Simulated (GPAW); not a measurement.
**Work function of Sc2NS2 MXene monolayer at several levels**

How far do functional and basis move the work function of Sc2NS2 MXene monolayer?

Program: GPAW 26.7.0. Level of theory: GPAW, PAW setups; layer in a repeated cell with vacuum, relaxation of atoms and in-plane cell, in the first sound run; inputs show where later runs differ. Results are calculated unless marked as measured.

### 1. Starting point

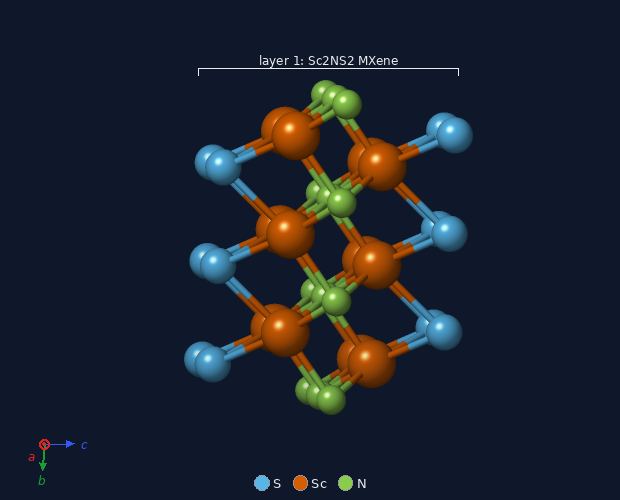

The cell as given, from the side, with the c axis across the page (sulfur blue, scandium orange, nitrogen green). 2×3×1 cells are drawn. Some periodic images of atoms are drawn too.

The cell holds 5 atoms: 2 S, 2 Sc and 1 N. Its edges and angles: a = 3.155 Å, b = 3.155 Å, c = 24.144 Å, α = 90.0°, β = 90.0°, γ = 120.0°. Vacuum lies along c.

Structure file:

```cif
data_structure
_symmetry_space_group_name_H-M 'P 1'
_symmetry_Int_Tables_number 1
_cell_length_a 3.1546
_cell_length_b 3.1546
_cell_length_c 24.1442
_cell_angle_alpha 90.000
_cell_angle_beta 90.000
_cell_angle_gamma 120.000
_cell_volume 208.08
loop_
_atom_site_label
_atom_site_type_symbol
_atom_site_fract_x
_atom_site_fract_y
_atom_site_fract_z
_atom_site_occupancy
S1 S 0.33333 0.66667 0.37276 1
Sc2 Sc 0.66667 0.33333 0.44845 1
N3 N 0.00000 0.00000 0.50000 1
Sc4 Sc 0.33333 0.66667 0.55155 1
S5 S 0.66667 0.33333 0.62724 1
```

### 2. Relaxing the atoms

Forces are removed first; all later runs use this geometry.

Input file run.py:

```python
import json
import numpy as np
from ase import Atoms
from ase.filters import FrechetCellFilter
from ase.optimize import BFGS
from gpaw import GPAW, PW

slab = Atoms(
    ['S', 'Sc', 'N', 'Sc', 'S'],
    positions=[
        [-0.00000, 1.82130, 9.00000],
        [1.57729, 0.91065, 10.82737],
        [0.00000, 0.00000, 12.07208],
        [-0.00000, 1.82130, 13.31679],
        [1.57729, 0.91065, 15.14416]],
    cell=[[3.15458, 0.0, 0.0], [-1.57729, 2.73195, 0.0], [0.0, 0.0, 24.1442]],
    pbc=[True, True, True])

slab.calc = GPAW(mode=PW(600), xc='PBE', kpts={'size': (12, 12, 1), 'gamma': True},
                 occupations={'name': 'fermi-dirac', 'width': 0.05}, nbands='160%',
                 convergence={'density': 1e-05}, maxiter=200,
                 symmetry={'tolerance': 1e-3}, txt='slab.txt')
result = {}
# The in-plane cell is free; stress needs a cell that repeats along all three vectors
path = []
opt = BFGS(FrechetCellFilter(slab, mask=[1, 1, 0, 0, 0, 1]), maxstep=0.2)
opt.attach(lambda: path.append((slab.get_potential_energy(), slab.positions.tolist(), slab.get_forces().tolist())))
result['relaxed'] = bool(opt.run(fmax=0.02, steps=45))
result['path'] = path
result['cell'] = slab.cell.tolist()
print('in-plane lattice', slab.cell.cellpar().round(4)[[0, 1, 5]])
energy = slab.get_potential_energy()
fermi = slab.calc.get_fermi_level()
v = slab.calc.get_electrostatic_potential().mean((0, 1)) - fermi
n = slab.calc.get_pseudo_density().mean((0, 1))
L = slab.cell[2, 2]
z = np.arange(len(v)) * L / len(v)
low, high = slab.positions[:, 2].min(), slab.positions[:, 2].max()
below, above = np.interp([low - 6.8, high + 6.8], z, v)
slopes = [np.interp(x, z, np.gradient(v, z)) for x in (low - 6.8, high + 6.8)]
eps = np.array([[slab.calc.get_eigenvalues(k, s) for k in range(len(slab.calc.get_ibz_k_points()))]
                for s in range(slab.calc.get_number_of_spins())]) - fermi
top, bottom = eps[eps < 0].max(), eps[eps > 0].min()
dipole = slab.get_dipole_moment()[2]
print(f'energy {energy:.4f} eV, Fermi level {fermi:.4f} eV, dipole {dipole:.5f} e A')
print(f'potential 6.8 A off the faces, from the Fermi level: lower {below:.4f} eV, upper {above:.4f} eV')
print(f'slope of the potential there: lower {slopes[0]:.5f}, upper {slopes[1]:.5f} eV/A')
print(f'nearest levels on the mesh: {top:.4f} and {bottom:.4f} eV')
print('magnetic moment', round(slab.get_magnetic_moment(), 3))
result.update(energy=energy, fermi=fermi, dipole=dipole, below=below, above=above, slopes=slopes, edges=[top, bottom],
              z=z.tolist(), v=v.tolist(), n=n.tolist(), positions=slab.positions.tolist(),
              forces=slab.get_forces(apply_constraint=False).tolist(), moments=slab.get_magnetic_moments().tolist())
json.dump(result, open('result.json', 'w'))
```

The run is started by

```bash
OMP_NUM_THREADS=1 OPENBLAS_NUM_THREADS=1 python run.py
```

The log of the run:

```text
Step          Energy          fmax
BFGS:    0      -32.390889        1.312175
BFGS:    1      -32.469495        0.921556
BFGS:    2      -32.626540        0.924457
BFGS:    3      -32.656397        0.655422
BFGS:    4      -32.735746        0.337480
BFGS:    5      -32.781905        0.351689
BFGS:    6      -32.799351        0.298928
BFGS:    7      -32.807310        0.224389
BFGS:    8      -32.815292        0.172184
BFGS:    9      -32.819885        0.158622
BFGS:   10      -32.820568        0.068952
BFGS:   11      -32.819455        0.010800
in-plane lattice [  3.3031   3.3031 120.    ]
energy -32.8100 eV, Fermi level -2.2470 eV, dipole -0.00056 e A
potential 6.8 A off the faces, from the Fermi level: lower 6.7936 eV, upper 6.7957 eV
slope of the potential there: lower -0.00058, upper -0.00032 eV/A
nearest levels on the mesh: -0.0186 and 0.0629 eV
magnetic moment 0.0
```

Wall time 16 min (1 thread of Arm Neoverse V1, shared host); peak memory 0.57 GiB.

This step gave:

- dipole along the normal: -5.64e-4 e·Å
- levels nearest the Fermi level on the mesh: -0.01860, 0.06292 eV from the Fermi level

The electrostatic potential energy of an electron (without an applied field's), less the Fermi level, planar mean oscillates, so the rows of the table below give means over windows of 1.64 Å about each position, cut where the curve ends. Its maxima inside the range that stand out by 2 % of the span (Å: eV): 9.9: -2.35, 11.6: -3.93, 12.6: -3.93, 14.2: -2.35. Its minima: 9.1: -15.8, 10.8: -13.9, 12.1: -9.95, 13.4: -13.9, 15.0: -15.8.

Electrostatic potential energy of an electron (without an applied field's), less the Fermi level, planar mean against z; means over each step:

| z (Å) | electrostatic potential energy of an electron (without an applied field's), less the Fermi level, planar mean (eV) |
| --- | --- |
| 0.82 | 6.79 |
| 2.46 | 6.79 |
| 4.10 | 6.79 |
| 5.74 | 6.79 |
| 7.38 | 6.31 |
| 9.02 | -6.42 |
| 10.66 | -8.30 |
| 12.30 | -6.57 |
| 13.94 | -7.73 |
| 15.58 | -3.35 |
| 17.22 | 6.69 |
| 18.86 | 6.80 |
| 20.50 | 6.80 |
| 22.14 | 6.80 |
| 23.78 | 6.79 |

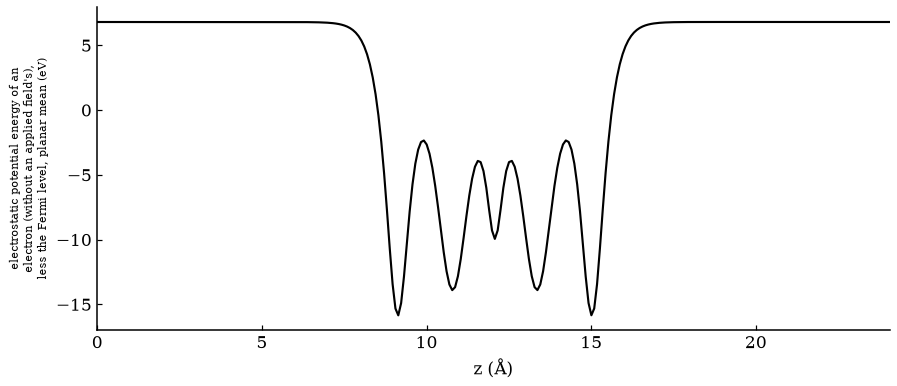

Electrostatic potential energy of an electron (without an applied field's), less the Fermi level, planar mean against z.

The pseudo valence density, planar mean oscillates, so the rows of the table below give means over windows of 1.29 Å about each position, cut where the curve ends. Its maxima inside the range that stand out by 2 % of the span (Å: e/Å³): 8.8: 0.387, 9.5: 0.434, 10.9: 1.17, 12.1: 0.605, 13.3: 1.17, 14.7: 0.434, 15.3: 0.387. Its minima: 9.1: 0.361, 10.0: 0.325, 11.6: 0.439, 12.6: 0.439, 14.1: 0.325, 15.0: 0.361.

Table of pseudo valence density, planar mean by z; means over each step:

| z (Å) | pseudo valence density, planar mean (e/Å³) |
| --- | --- |
| 4.52 | 2.1e-6 |
| 5.80 | 1.3e-4 |
| 7.10 | 0.00823 |
| 8.38 | 0.221 |
| 9.68 | 0.389 |
| 10.96 | 0.785 |
| 12.25 | 0.531 |
| 13.54 | 0.758 |
| 14.84 | 0.383 |
| 16.12 | 0.122 |
| 17.41 | 0.00253 |
| 18.71 | 4.0e-5 |

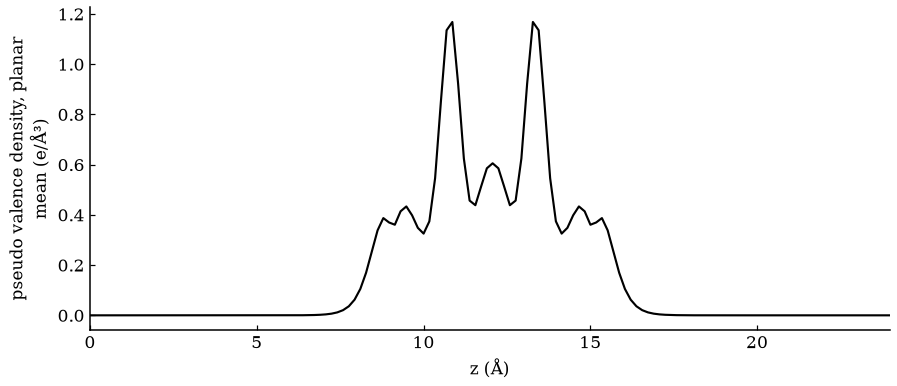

Pseudo valence density, planar mean, plotted against z.

The relaxation lowered the energy of the cell by 0.430 eV (energies extrapolated to zero smearing; the optimiser's log prints free energies). The largest force left on a free atom is 0.011 eV/Å.

### 3. Plane waves, PBE

With the geometry fixed, the planar mean of the potential gives the vacuum level on each side.

This step: GPAW, PAW setups; slab in vacuum (GPAW 26.7.0).

The cell differs from the one that the last finished run ended in (c 24.144 → 23.909 Å).

run.py, as its differences from that of step 2:

```diff
@@ -3,4 +3,2 @@
 from ase import Atoms
-from ase.filters import FrechetCellFilter
-from ase.optimize import BFGS
 from gpaw import GPAW, PW
@@ -10,23 +8,16 @@
     positions=[
-        [-0.00000, 1.82130, 9.00000],
-        [1.57729, 0.91065, 10.82737],
-        [0.00000, 0.00000, 12.07208],
-        [-0.00000, 1.82130, 13.31679],
-        [1.57729, 0.91065, 15.14416]],
-    cell=[[3.15458, 0.0, 0.0], [-1.57729, 2.73195, 0.0], [0.0, 0.0, 24.1442]],
-    pbc=[True, True, True])
+        [-0.00000, 1.90707, 9.00000],
+        [1.65157, 0.95354, 10.67506],
+        [-0.00000, 0.00000, 11.95423],
+        [-0.00000, 1.90707, 13.23340],
+        [1.65157, 0.95354, 14.90846]],
+    cell=[[3.30314, -0.0, 0.0], [-1.65157, 2.86061, 0.0], [0.0, 0.0, 23.9085]],
+    pbc=[True, True, False])
 
-slab.calc = GPAW(mode=PW(600), xc='PBE', kpts={'size': (12, 12, 1), 'gamma': True},
+slab.calc = GPAW(mode=PW(500), xc='PBE', kpts={'size': (12, 12, 1), 'gamma': True},
                  occupations={'name': 'fermi-dirac', 'width': 0.05}, nbands='160%',
                  convergence={'density': 1e-05}, maxiter=200,
+                 poissonsolver={'dipolelayer': 'xy'},
                  symmetry={'tolerance': 1e-3}, txt='slab.txt')
 result = {}
-# The in-plane cell is free; stress needs a cell that repeats along all three vectors
-path = []
-opt = BFGS(FrechetCellFilter(slab, mask=[1, 1, 0, 0, 0, 1]), maxstep=0.2)
-opt.attach(lambda: path.append((slab.get_potential_energy(), slab.positions.tolist(), slab.get_forces().tolist())))
-result['relaxed'] = bool(opt.run(fmax=0.02, steps=45))
-result['path'] = path
-result['cell'] = slab.cell.tolist()
-print('in-plane lattice', slab.cell.cellpar().round(4)[[0, 1, 5]])
 energy = slab.get_potential_energy()
```

The log of the run:

```text
energy -32.3790 eV, Fermi level -2.2002 eV, dipole -0.00057 e A
potential 6.8 A off the faces, from the Fermi level: lower 6.7895 eV, upper 6.8004 eV
slope of the potential there: lower -0.00007, upper 0.00007 eV/A
nearest levels on the mesh: -0.0178 and 0.0629 eV
magnetic moment 0.0
```

The job ended after 84 s (1 thread; peak memory 0.28 GiB).

This step gave:

| Quantity | Value |
| --- | --- |
| dipole along the normal | -5.66e-4 e·Å |
| levels nearest the Fermi level on the mesh | -0.01781, 0.06295 eV from the Fermi level |
| upper work function | 6.800 eV |
| lower work function | 6.789 eV |

The electrostatic potential energy of an electron (without an applied field's), less the Fermi level, planar mean oscillates, so the rows of the table below give means over windows of 1.72 Å about each position, cut where the curve ends. Its maxima inside the range that stand out by 2 % of the span (Å: eV): 9.8: -2.36, 11.5: -3.92, 12.4: -3.92, 14.2: -2.35. Its minima: 9.0: -15.8, 10.7: -13.9, 12.0: -10.00, 13.2: -13.9, 14.9: -15.8.

The electrostatic potential energy of an electron (without an applied field's), less the Fermi level, planar mean by z; means over each step:

| z (Å) | electrostatic potential energy of an electron (without an applied field's), less the Fermi level, planar mean (eV) |
| --- | --- |
| 0.86 | 6.79 |
| 2.58 | 6.79 |
| 4.30 | 6.79 |
| 6.02 | 6.78 |
| 7.74 | 4.44 |
| 9.46 | -7.90 |
| 11.18 | -8.91 |
| 12.90 | -8.71 |
| 14.62 | -7.41 |
| 16.34 | 5.40 |
| 18.06 | 6.79 |
| 19.78 | 6.80 |
| 21.50 | 6.80 |
| 23.22 | 6.80 |

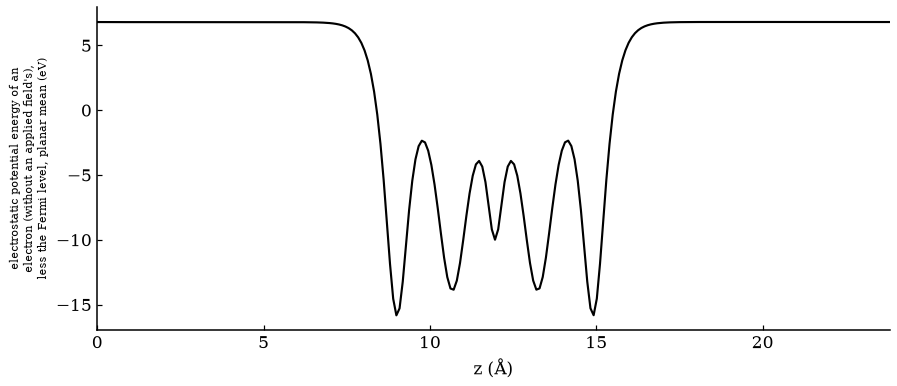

Electrostatic potential energy of an electron (without an applied field's), less the Fermi level, planar mean against z.

The pseudo valence density, planar mean oscillates, so the rows of the table below give means over windows of 1.34 Å about each position, cut where the curve ends. Its maxima inside the range that stand out by 2 % of the span (Å: e/Å³): 8.8: 0.380, 9.4: 0.433, 10.7: 1.19, 12.0: 0.597, 13.2: 1.19, 14.5: 0.433, 15.1: 0.380. Its minima: 9.0: 0.356, 9.9: 0.332, 11.3: 0.447, 12.6: 0.447, 14.0: 0.332, 14.9: 0.356.

Pseudo valence density, planar mean against z; means over each step:

| z (Å) | pseudo valence density, planar mean (e/Å³) |
| --- | --- |
| 4.69 | 5.6e-6 |
| 6.03 | 4.0e-4 |
| 7.37 | 0.0300 |
| 8.71 | 0.329 |
| 10.05 | 0.587 |
| 11.39 | 0.641 |
| 12.73 | 0.722 |
| 14.07 | 0.478 |
| 15.41 | 0.277 |
| 16.75 | 0.0155 |
| 18.09 | 2.0e-4 |
| 19.43 | 3.0e-6 |

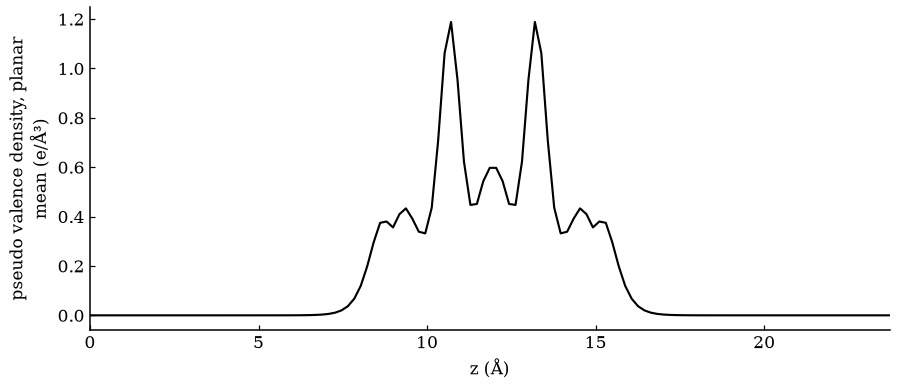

Pseudo valence density, planar mean against z.

The potential is flat to 6.7e-5 eV/Å where it is read, so the vacuum is wide enough.

### 4. Self-consistent run: xc = "vdW-DF2"

The same geometry under vdW-DF2, to see how far the functional moves the levels against the vacuum (the van der Waals functionals take revPBE setups).

run.py, as its differences from that of step 3:

```diff
@@ -16,3 +16,3 @@
 
-slab.calc = GPAW(mode=PW(500), xc='PBE', kpts={'size': (12, 12, 1), 'gamma': True},
+slab.calc = GPAW(mode=PW(500), xc='vdW-DF2', kpts={'size': (12, 12, 1), 'gamma': True},
                  occupations={'name': 'fermi-dirac', 'width': 0.05}, nbands='160%',
```

The log of the run:

```text
energy -173.1445 eV, Fermi level -2.4574 eV, dipole -0.00057 e A
potential 6.8 A off the faces, from the Fermi level: lower 7.1750 eV, upper 7.1860 eV
slope of the potential there: lower -0.00007, upper 0.00007 eV/A
nearest levels on the mesh: -0.0120 and 0.0680 eV
magnetic moment 0.0
```

Wall time 1.7 min (1 thread); peak memory 0.48 GiB.

Numbers from this step:

- levels nearest the Fermi level on the mesh: -0.01197, 0.06803 eV from the Fermi level
- upper work function: 7.186 eV
- lower work function: 7.175 eV

The electrostatic potential energy of an electron (without an applied field's), less the Fermi level, planar mean oscillates, so the rows of the table below give means over windows of 1.72 Å about each position, cut where the curve ends. Its maxima inside the range that stand out by 2 % of the span (Å: eV): 9.8: -2.40, 11.5: -3.96, 12.4: -3.96, 14.2: -2.39. Its minima: 9.0: -15.7, 10.7: -14.0, 12.0: -9.96, 13.2: -14.0, 14.9: -15.7.

Electrostatic potential energy of an electron (without an applied field's), less the Fermi level, planar mean against z; means over each step:

| z (Å) | electrostatic potential energy of an electron (without an applied field's), less the Fermi level, planar mean (eV) |
| --- | --- |
| 0.86 | 7.18 |
| 2.58 | 7.17 |
| 4.30 | 7.17 |
| 6.02 | 7.16 |
| 7.74 | 4.73 |
| 9.46 | -7.87 |
| 11.18 | -8.97 |
| 12.90 | -8.79 |
| 14.62 | -7.35 |
| 16.34 | 5.71 |
| 18.06 | 7.18 |
| 19.78 | 7.19 |
| 21.50 | 7.19 |
| 23.22 | 7.19 |

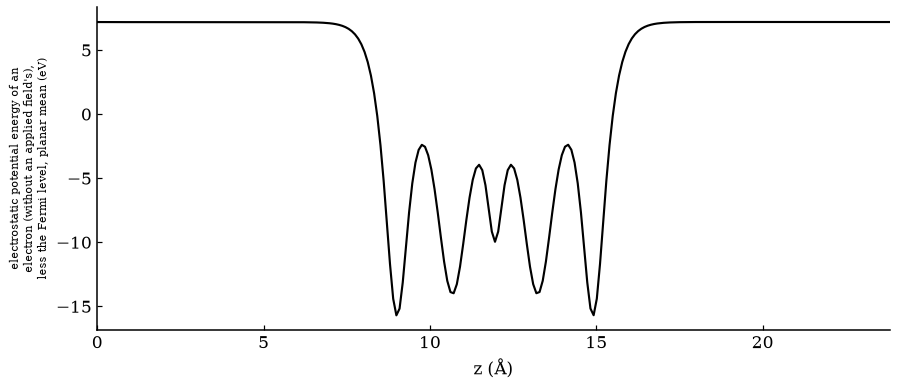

Electrostatic potential energy of an electron (without an applied field's), less the Fermi level, planar mean against z.

The pseudo valence density, planar mean oscillates, so the rows of the table below give means over windows of 1.34 Å about each position, cut where the curve ends. Its maxima inside the range that stand out by 2 % of the span (Å: e/Å³): 8.8: 0.381, 9.4: 0.435, 10.7: 1.19, 11.9: 0.602, 13.2: 1.19, 14.5: 0.435, 15.1: 0.381. Its minima: 9.0: 0.357, 9.9: 0.330, 11.3: 0.446, 12.6: 0.446, 14.0: 0.330, 14.9: 0.357.

Pseudo valence density, planar mean against z; means over each step:

| z (Å) | pseudo valence density, planar mean (e/Å³) |
| --- | --- |
| 4.69 | 7.6e-6 |
| 6.03 | 4.8e-4 |
| 7.37 | 0.0306 |
| 8.71 | 0.329 |
| 10.05 | 0.586 |
| 11.39 | 0.641 |
| 12.73 | 0.722 |
| 14.07 | 0.477 |
| 15.41 | 0.277 |
| 16.75 | 0.0162 |
| 18.09 | 2.5e-4 |
| 19.43 | 4.2e-6 |

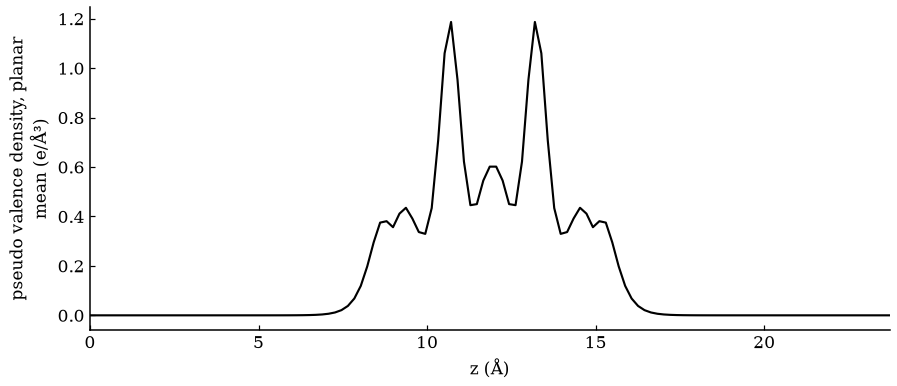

Pseudo valence density, planar mean, plotted against z.

Force by atom:

| atom | x (eV/Å) | y (eV/Å) | z (eV/Å) | size |
| --- | --- | --- | --- | --- |
| S1 | 0.000 | 0.000 | -0.349 | 0.349 |
| Sc2 | 0.000 | 0.000 | -0.149 | 0.149 |
| N3 | 0.000 | 0.000 | 0.000 | 0.000 |
| Sc4 | 0.000 | 0.000 | 0.149 | 0.149 |
| S5 | 0.000 | 0.000 | 0.349 | 0.349 |

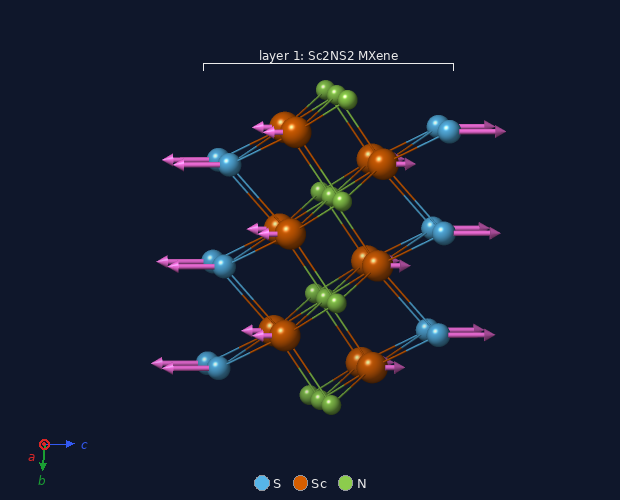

Force as arrows, the longest 0.349 eV/Å. 2×3×1 cells are drawn. Some periodic images of atoms are drawn too.

The upper face's work function is 7.186 eV, against 6.800 eV in the first plane-wave PBE run at this geometry.

[end of part 1 of 2]

[Logs are printed without paths, hosts, clocks, repeated set-up lines and the standing remarks that a program may print on its own settings, such as how far it seeks lower states.]

[Hosts, paths, dates, database ids (printed as entryN), source tags and the programs' standing remarks are cut or masked in the printed files.]
